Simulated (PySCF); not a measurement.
SMILES Br[SiH](Br)N (H3Br2NSi), singlet at its PBE0/def2-SVP optimised geometry (Å):

```
7

Si    -0.1543    -0.9527     0.0000
N     -0.9087     0.5775     0.0000
Br    -0.7596    -2.0445     1.8435
Br    -0.7593    -2.0442    -1.8437
H      1.3269    -0.9527     0.0000
H     -1.3238     0.9527     0.8446
H     -1.3269     0.9509    -0.8438
```

Method: PySCF 2.14.0 with PBE0/def2-TZVP. Cells within 0.4 Å of a nucleus heavier than hydrogen are left out (blank, or x).

Map of the Laplacian of the electron density (e/bohr⁵), clipped to [-1.50, 1.50] on the plane z = 0.0 Å:

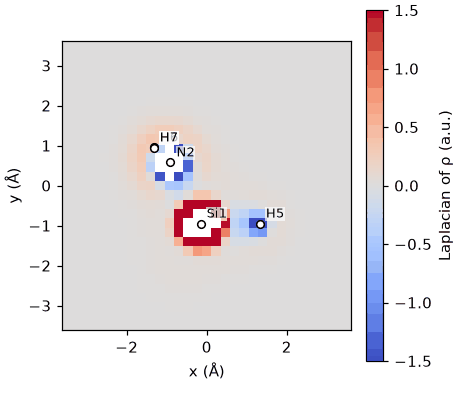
Figure. Laplacian of the electron density (e/bohr⁵), clipped to [-1.50, 1.50] on the plane z = 0.0 Å.
